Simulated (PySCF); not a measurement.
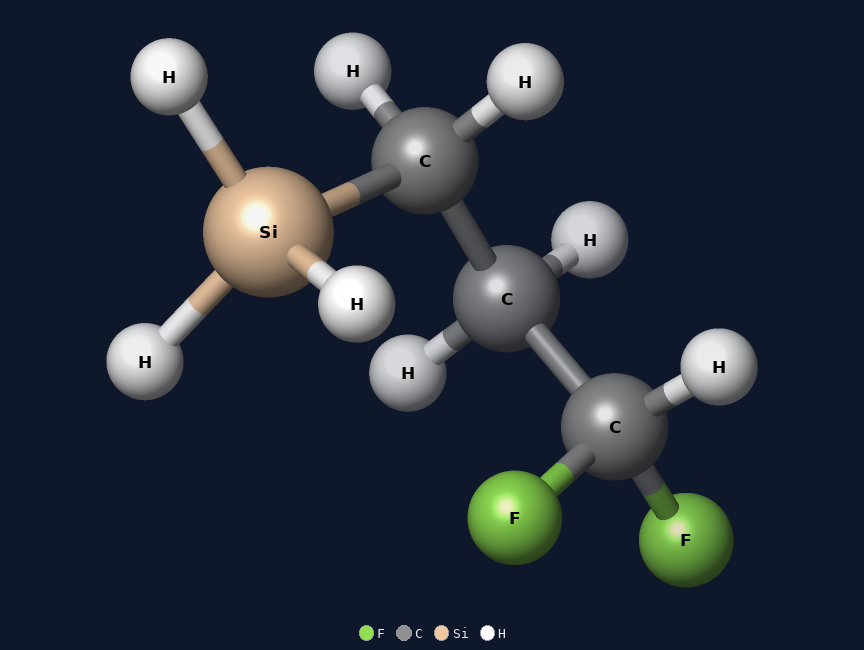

A ball-and-stick model of a molecule.

The computed structure is the end point of a PBE0-D3(BJ)/def2-SVP optimisation. No frequency run is at hand to confirm it as a minimum.

**What is the molecular formula?**

C₃H₈F₂Si, 14 atoms: 3 carbon, 8 hydrogen, 2 fluorine and 1 silicon.

**Which point group does it belong to?**

C1.

**Name functional groups in it.**

Among them: C–F bond, Si–H bond.

**Give a SMILES string for it.**

FC(F)CC[SiH3]

**Count the bonded pairs by element.**

5 C–H, 3 Si–H, 2 C–F, 2 C–C, 1 C–Si.

More results for the same structure follow; atom numbers are the same in all pictures, views and colours differ.

Shape

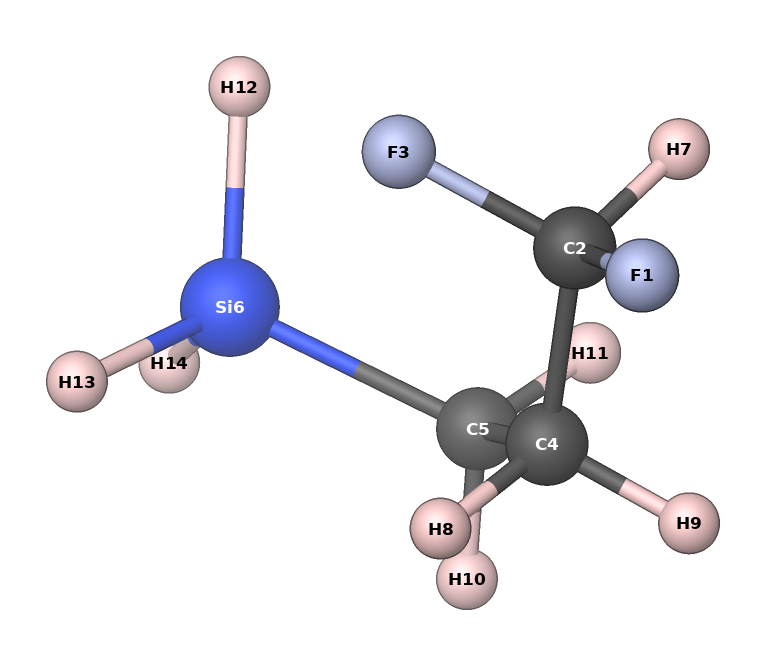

C5 lies behind C4. The molecule seen a little off the C4–C5 bond, C4 in front. Depth is shown by fading: the farther an atom, the more it takes the colour of the background. No frequency run is at hand to confirm it as a minimum.

**What is the torsion angle C2–C4–C5–Si6? The sign is positive where the front bond must turn clockwise to cover the back bond.**

−62°, synclinal (gauche). The bonds about C4–C5 are staggered.

Levels of theory compared

No frequency run is at hand to confirm it as a minimum. Program: PySCF 2.14.0.

Tabulate HOMO–LUMO gap (eV), dipole (D), HOMO energy (eV) at these levels: BHandHLYP/pcSseg-1; BP86/pcSseg-1; PBE0/6-311+G(2d,p); PBE0/6-31G; PBE0/6-31G*; PBE0/aug-cc-pVDZ; PBE0/pcSseg-1; WP04/pcSseg-1; ωB97X-D/pcSseg-1.

```tsv
level	HOMO–LUMO gap (eV)	dipole (D)	HOMO energy (eV)
BHandHLYP/pcSseg-1	11.75	2.40	−10.18
BP86/pcSseg-1	7.66	2.15	−7.66
PBE0/6-311+G(2d,p)	8.85	2.38	−8.89
PBE0/6-31G	10.18	2.52	−8.86
PBE0/6-31G*	9.98	2.13	−8.70
PBE0/aug-cc-pVDZ	8.64	2.32	−8.86
PBE0/pcSseg-1	9.74	2.28	−8.93
WP04/pcSseg-1	9.40	2.40	−10.10
ωB97X-D/pcSseg-1	13.42	2.31	−10.82
```

NMR shielding

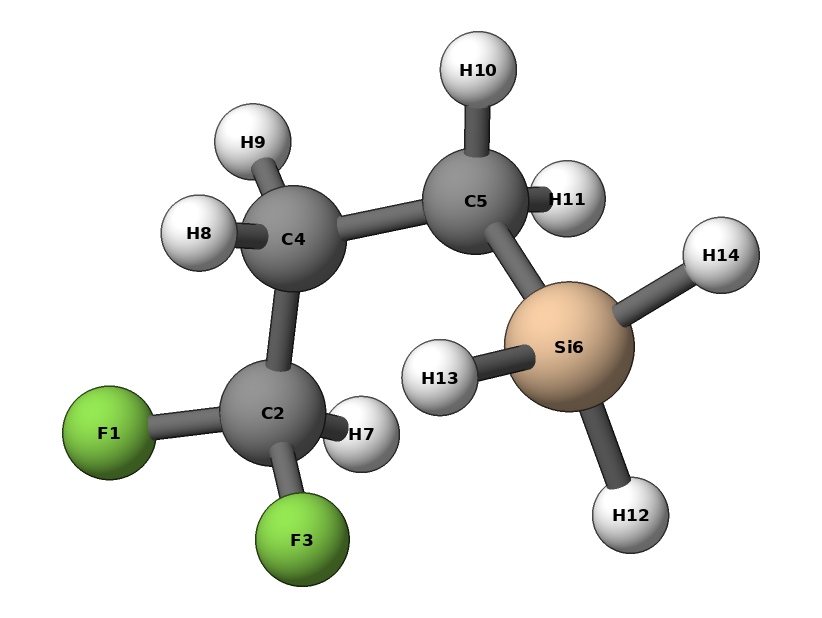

No frequency run is at hand to confirm it as a minimum. Method: GIAO CAM-B3LYP/pcSseg-1 NMR shielding, non-relativistic, gas phase (PySCF 2.14.0). Principal shieldings σ11 ≤ σ22 ≤ σ33, span Ω = σ33 − σ11, skew κ = 3(σiso − σ22)/Ω.

Give the shielding tensors of the F atoms.

| atom | σ11 | σ22 | σ33 | σiso | Ω | κ |
| --- | --- | --- | --- | --- | --- | --- |
| F1 | 204.6 | 332.8 | 377.2 | 304.8 | 172.6 | −0.49 |
| F3 | 218.5 | 333.9 | 376.8 | 309.7 | 158.3 | −0.46 |

Shieldings and span in ppm.

Bond orders

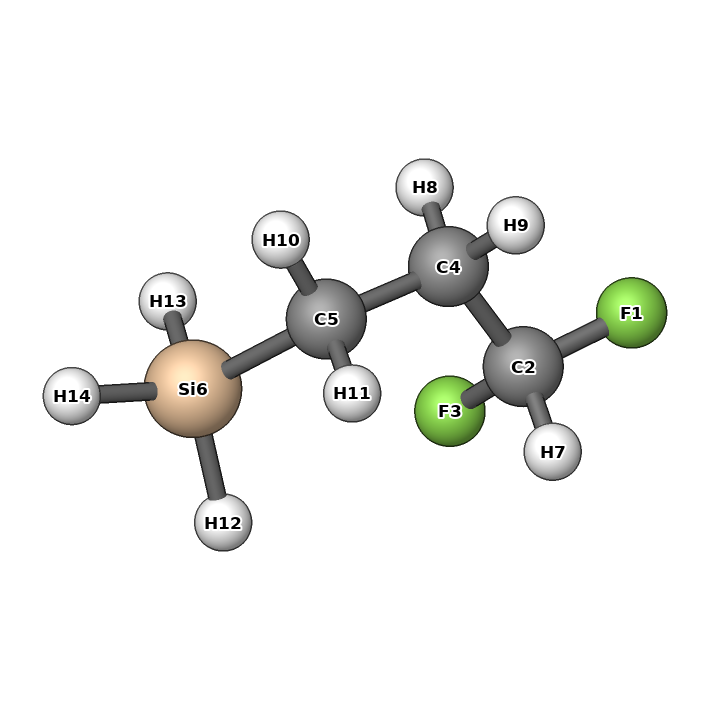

The thickness of each stick grows with its Mayer bond order. No frequency run is at hand to confirm it as a minimum. Method: PBE0/def2-TZVP (PySCF 2.14.0).

List the Mayer bond orders of F1–C2, C2–F3, C2–C4, C2–H7, C4–C5, C4–H8, C4–H9, C5–Si6, C5–H10, C5–H11, Si6–H12, Si6–H13, Si6–H14.

| bond | Mayer order | length (Å) |
| --- | --- | --- |
| F1–C2 | 1.09 | 1.350 |
| C2–F3 | 1.05 | 1.360 |
| C2–C4 | 1.01 | 1.505 |
| C2–H7 | 0.98 | 1.106 |
| C4–C5 | 0.98 | 1.526 |
| C4–H8 | 0.94 | 1.103 |
| C4–H9 | 0.94 | 1.102 |
| C5–Si6 | 1.00 | 1.899 |
| C5–H10 | 0.94 | 1.102 |
| C5–H11 | 0.94 | 1.105 |
| Si6–H12 | 0.95 | 1.492 |
| Si6–H13 | 0.96 | 1.494 |
| Si6–H14 | 0.95 | 1.497 |
